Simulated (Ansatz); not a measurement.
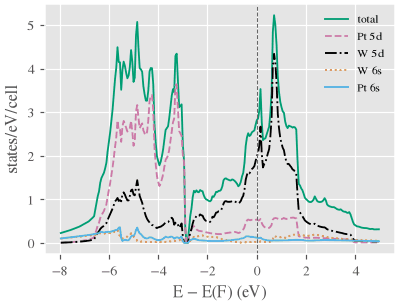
Total and projected density of states of PtW (rock salt, Fm-3m), PBE in the plane-wave PAW code Ansatz

Q: Which orbitals carry the states next to the Fermi level?

A: Within 0.5 eV of the Fermi level: W 5d 71 %, Pt 5d 18 %, outside the projected shells 5 %. Projections are on Löwdin-orthogonalised atomic valence shells; empty p or d shells of many metals are not among them.

Q: Where is the tallest occupied peak in this window, and what makes it?

A: Near -4.8 eV, about 5.1 states/eV per cell; the largest projected share is Pt 5d.

The start of the workflow was typed in or built on a structure type; neither database checked (COD, Materials Project) lists it. Its standing as an ambient phase is unchecked. Symmetry was held in the PBE relaxation; its stability against distortions is not shown here. No spin polarisation was allowed. The volume moved by 18 % from the start of the relaxation. Its formation energy is positive at this level, so the cell may be metastable or incomplete. Spin–orbit coupling is left out wherever it is not named.

Potentials: the later of the program's two PAW sets.
